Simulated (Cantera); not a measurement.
Charge: 1 mol SiC, 0.064 mol C, 4.7 mol H2, at 82.5 Torr.

These are equilibrium values from Cantera (NASA tables, ideal gas, pure condensed phases), not measurements of a reactor. Candidate condensed phases: C, C6H6, C7H8, C8H18, Si, SiC; 87 gas species. Gases not in the tables: Si2H6 and higher silanes. Kinetics and transport are ignored.

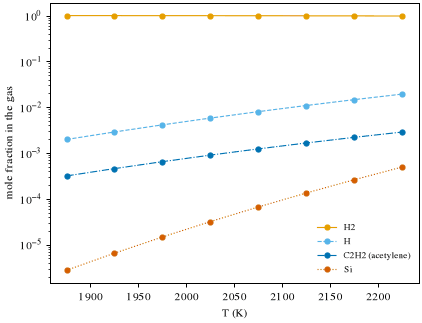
Figure: Equilibrium gas composition (values under 1e-9 drawn at 1e-9)

**Question.** Read off the mole fractions at 2075 K.

**Answer.** H2 about 0.99, H about 0.0080, C2H2 (acetylene) about 0.0012, Si about 6.6e-5.
